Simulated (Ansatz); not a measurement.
Input file:

```
crystal:
  periodic: [false, false, false]
  atoms:
    - { symbol: B, position_ang: [0.0, 0.0, 0.0] }
    - { symbol: Cl, position_ang: [0.0, 0.0, 2.21] }
    - { symbol: F, position_ang: [1.1431, 0.0, -0.66] }
    - { symbol: F, position_ang: [-1.1431, 0.0, -0.66] }
    - { symbol: H, position_ang: [0.0623, -1.4126, 0.4698] }
    - { symbol: H, position_ang: [0.0555, -1.258, 1.3665] }
basis:
  gaussian: { orbitals: def2-SVP }
hamiltonian:
  xc: pbe0
  dispersion: d4
relax:
  f_tol: 0.15
  max_steps: 25
  restrain:
    - { distance: [0, 4], at: 1.19, k: 30.0 }
    - { distance: [5, 1], at: 1.37, k: 30.0 }
    - { distance: [0, 1], at: 3.06, k: 30.0 }
    - { distance: [5, 4], at: 1.86, k: 30.0 }
output:
  orbitals: {}
```

Launched as:

```sh
ansatz run input.yaml --threads 1 --pin off --max-ram 2048MiB --backend cpu --events-out ev --progress --plain --runs-dir out
```

The fields are those of the run's last geometry, not of the input's.

Not at a stationary point (largest force 1.3 eV/Å).

These are results of Ansatz 0.2.0, RKS PBE0-D4/def2-SVP, not measurements.

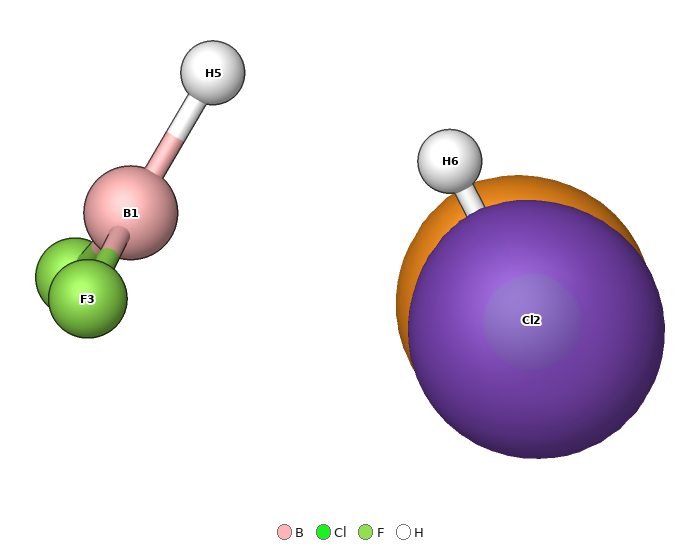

BF₂H···HCl. The HOMO at ±0.2 Å⁻³ᐟ² (orange and purple are the two phases), seen from one side.

> Where does this orbital lie, and at what energy?

It lies mainly on Cl2 (about 95 %); largely a lone pair of Cl2. Its energy is −9.38 eV.
